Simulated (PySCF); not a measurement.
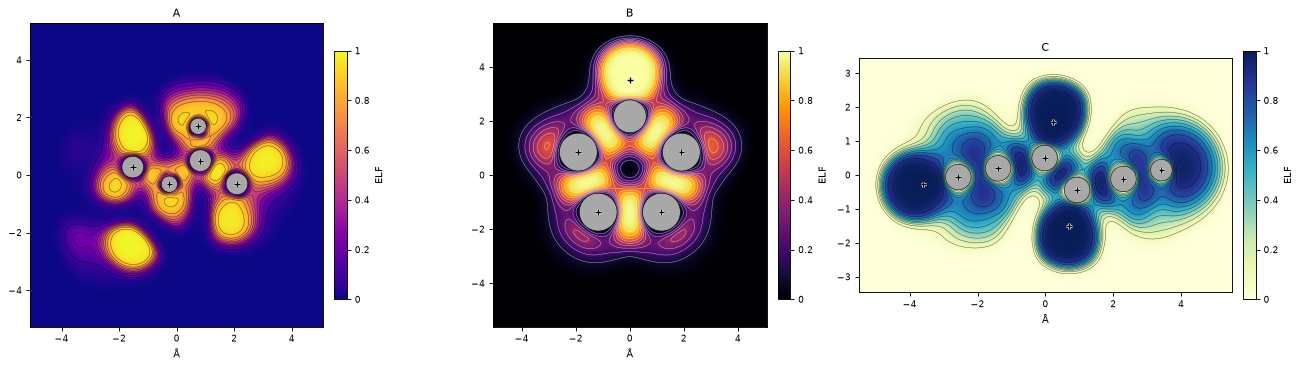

The ELF of 3 systems, each on a plane through atoms (crosses mark nuclei in the plane; grey discs cover the cores).

Method: PBE0/pcSseg-1, SCF density, gas phase, non-relativistic (PySCF).

System 1: C5H3N (SMILES C#C/C=C/C#N), the molecular plane. Geometry: GFN2-xTB.

```xyz
9

C     2.5339    0.3726   -0.1618
C     1.3720    0.0779   -0.0690
C     0.0162   -0.2667    0.0459
C    -0.9116    0.1157   -0.8451
C    -2.2632   -0.2411   -0.7135
N    -3.3690   -0.5307   -0.6125
H     3.5487    0.6285   -0.2353
H    -0.2558   -0.8673    0.9055
H    -0.6576    0.7171   -1.7082
```

System 2: C5H8O2S (SMILES C=CSCOC(C)=O), the plane of atoms O5, C6 and C7. Geometry: GFN2-xTB.

```yaml
atoms:
  - { symbol: C, position_ang: [2.4837, 0.6742, -0.1884] }
  - { symbol: C, position_ang: [2.4133, -0.5620, -0.6490] }
  - { symbol: S, position_ang: [1.2079, -1.7801, -0.2697] }
  - { symbol: C, position_ang: [0.2827, -1.0247, 1.1058] }
  - { symbol: O, position_ang: [-0.5183, 0.0537, 0.6919] }
  - { symbol: C, position_ang: [-1.8178, -0.1969, 0.4176] }
  - { symbol: C, position_ang: [-2.5105, 1.0581, -0.0312] }
  - { symbol: O, position_ang: [-2.3262, -1.2733, 0.5530] }
  - { symbol: H, position_ang: [1.7629, 1.0881, 0.4941] }
  - { symbol: H, position_ang: [3.2832, 1.3246, -0.4983] }
  - { symbol: H, position_ang: [3.1263, -0.9599, -1.3541] }
  - { symbol: H, position_ang: [-0.3358, -1.8276, 1.5171] }
  - { symbol: H, position_ang: [0.9962, -0.6517, 1.8409] }
  - { symbol: H, position_ang: [-3.3362, 0.8018, -0.6884] }
  - { symbol: H, position_ang: [-1.8086, 1.7190, -0.5301] }
  - { symbol: H, position_ang: [-2.9102, 1.5657, 0.8450] }
```

System 3: CH9NSi5, the plane of atoms Si5, Si6 and Si7. Geometry: GFN2-xTB.

| atom | x (Å) | y (Å) | z (Å) |
| --- | --- | --- | --- |
| N | -2.7133 | 0.4854 | 2.6504 |
| C | -2.3808 | 0.4051 | 1.5548 |
| Si | -1.7480 | 0.2590 | -0.1915 |
| Si | -0.6918 | -1.8315 | -0.3135 |
| Si | 1.5958 | -1.4252 | -0.0402 |
| Si | 1.9460 | 0.8875 | -0.1108 |
| Si | -0.1225 | 1.9348 | -0.4212 |
| H | -2.9943 | 0.4258 | -0.9530 |
| H | -0.9807 | -2.4197 | -1.6292 |
| H | -1.2487 | -2.7913 | 0.6425 |
| H | 2.0776 | -1.9981 | 1.2213 |
| H | 2.3751 | -2.1243 | -1.0696 |
| H | 2.5950 | 1.3656 | 1.1148 |
| H | 2.8834 | 1.2587 | -1.1778 |
| H | -0.2395 | 2.5120 | -1.7677 |
| H | -0.3609 | 3.0651 | 0.4793 |

Which map belongs to which system?

Panel A is system 2, C5H8O2S: the plane holds C and O. C–O (1.20 Å): the ELF peaks at about 0.85 between the atoms: a multiple bond. Panel B is system 3, CH9NSi5: the plane holds Si and H. Si–Si (2.34 Å): the ELF peaks at about 1 between the atoms (localised, covalent bonding). Panel C is system 1, C5H3N: the plane holds C, N and H. C–N (1.15 Å): the ELF peaks at about 0.85 between the atoms (a multiple bond).
